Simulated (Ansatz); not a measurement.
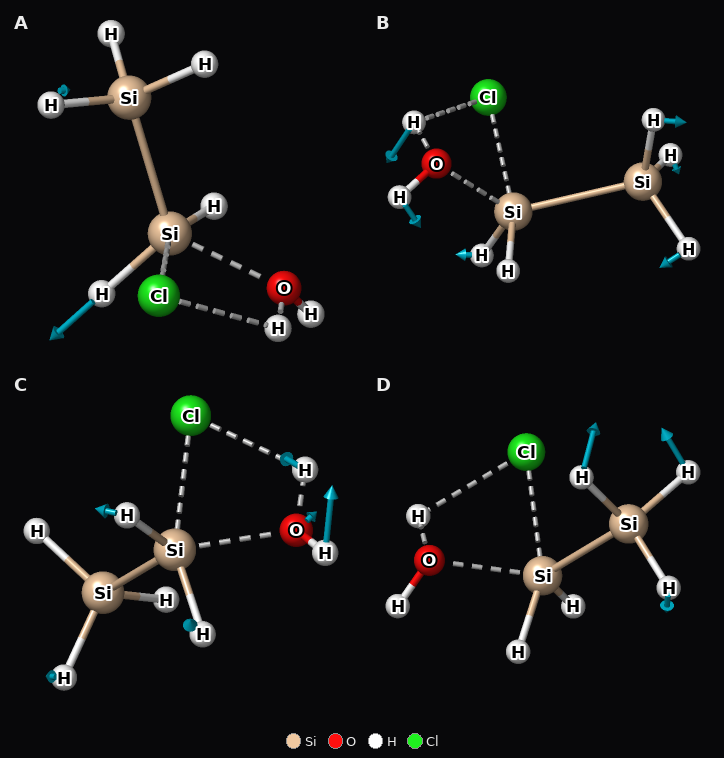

4 normal modes of one molecule or complex, as arrows. Broken sticks mark bonds that form or break. Harmonic vibrations computed with RKS PBE0-D4/def2-TZVP (Ansatz 0.2.0) at a stationary point of the same level. It is a saddle point of order 1.

### Match the panels to the wavenumbers 285 cm⁻¹, 547 cm⁻¹, 930 cm⁻¹, 2229 cm⁻¹.

A: 2229 cm⁻¹
B: 547 cm⁻¹
C: 285 cm⁻¹
D: 930 cm⁻¹
